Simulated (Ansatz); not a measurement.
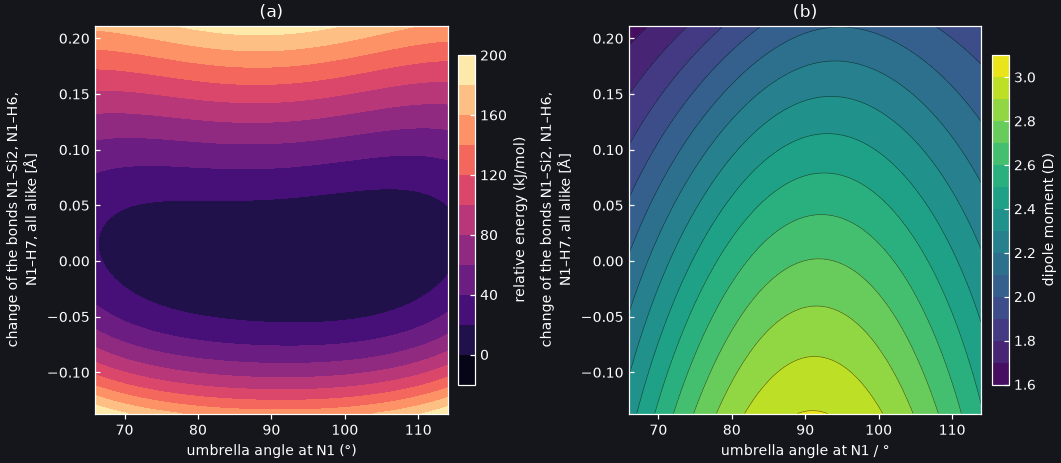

BrCl2H2NSi, SMILES N[Si](Cl)(Cl)Br. The first coordinate is: umbrella angle at N1 (between each of its bonds and their common axis; 90 is planar); the second: change of the bonds N1–Si2, N1–H6, N1–H7, all alike. Nothing is relaxed (all other coordinates rigid). The scan uses a 9 × 9 grid. Points are written as (first, second). Energies: kJ/mol, counted from the relaxed molecule at the same level. Level of theory: Ansatz 0.2.0, RKS PBE0-D4/def2-SVP.

Panel (a) is the energy and panel (b) the computed dipole moment on the same grid.

The picture shows filled contours. Between grid points the surface is interpolated.

### How does the dipole moment vary over the map, and what is it at the lowest grid point?

Leaving out the highest fifth of the energies, it runs from 1.76 D at (66°, 0.168 Å) to 3.00 D at (90°, −0.137 Å). At the lowest grid point, (96°, −0.006 Å), it is 2.70 D.
